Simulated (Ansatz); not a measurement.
Strength of the C–H bond: C2H3O → C2H2O + H

Species: C2H3O (vinyloxy radical) `C=C[O]`, doublet; C2H2O (ethenone) `C=C=O`, singlet; H atom, doublet. 

Shapes, held fixed at every level: PBE0-D4/def2-TZVP. Programs: Ansatz 0.2.0. The zero-point and thermal change to 298 K, harmonic and unscaled (PBE0-D4/def2-TZVP), is -22.3 kJ/mol.

```json
{"level": "HF/def2-TZVPP", "kind": "Hartree–Fock", "ΔH(298 K) (kJ/mol)": "+168.4", "CPU time (sum over the molecules)": "–"}
{"level": "PBE-D4/def2-TZVPP", "kind": "GGA", "ΔH(298 K) (kJ/mol)": "+140.4", "CPU time (sum over the molecules)": "7.3 s"}
{"level": "B3LYP-D4/def2-TZVPP", "kind": "global hybrid", "ΔH(298 K) (kJ/mol)": "+158.0", "CPU time (sum over the molecules)": "8.1 s"}
{"level": "r2SCAN0-D4/def2-TZVPP", "kind": "global hybrid", "ΔH(298 K) (kJ/mol)": "+171.1", "CPU time (sum over the molecules)": "10 s"}
{"level": "wB97M-V/def2-TZVPP", "kind": "range-separated hybrid", "ΔH(298 K) (kJ/mol)": "+149.9", "CPU time (sum over the molecules)": "22 s"}
{"level": "wB97X-V/def2-TZVPP", "kind": "range-separated hybrid", "ΔH(298 K) (kJ/mol)": "+156.9", "CPU time (sum over the molecules)": "19 s"}
{"level": "B2PLYP/def2-TZVPP", "kind": "double hybrid", "ΔH(298 K) (kJ/mol)": "+145.5", "CPU time (sum over the molecules)": "10 s"}
```

B2PLYP/def2-TZVPP gives ΔH(298 K) = +145.5 kJ/mol; the levels span +140.4 to +171.1. A fragment pairs its electrons up again, so this isn't a typical strength of such a bond. The median of the levels is +156.9. No measured value is set beside it here. Spin contamination: C2H3O (⟨S²⟩ up to 0.92). Open shells run unrestricted unless RO is named. Times are processor times on shared x86 and Arm servers, and rough.

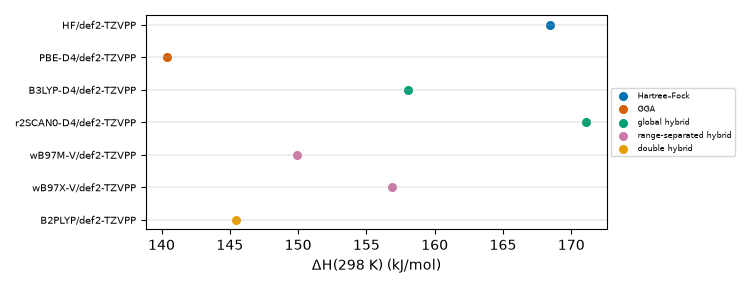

The values of the table, level by level.
